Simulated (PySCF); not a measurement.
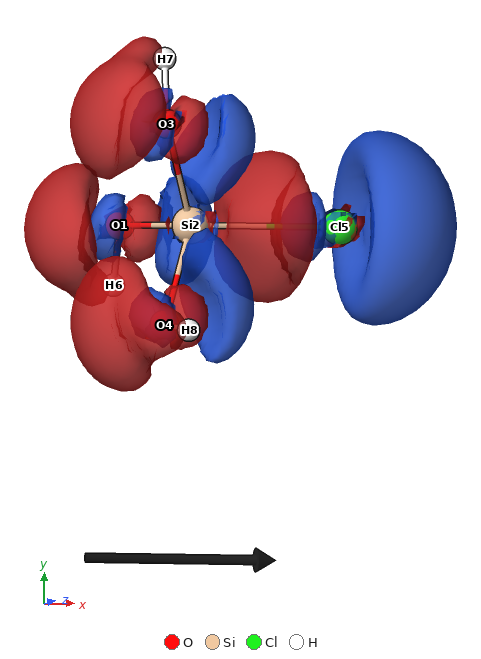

Figure 1: ClH3O3Si, SMILES `O[Si](O)(O)Cl`. Change of the electron density in a uniform field of 0.21 V/Å along +x (arrow), surfaces at ±0.0015 e/Å³ (red: gain, blue: loss).

PySCF calculation, PBE/def2-TZVP, gas phase; geometry: GFN2-xTB. No frequency check shows the geometry to be a minimum. A basis without diffuse functions makes polarisabilities too small. GFN2-xTB bond lengths at metals and heavier atoms can be off by up to 0.1 Å and shapes distorted, which carries into these values.

### How large is the response?

The induced dipole is 0.50 D (along the field); α along this axis, from the fields in both directions, is 49 bohr³ (7.3 Å³).

### Which atoms gain and lose the most charge?

Electrons gather most on O1, O3 and O4 alike (Hirshfeld charge changes by −0.004 e) and leave Cl5 most (+0.020 e); 0.045 electrons are displaced in all.
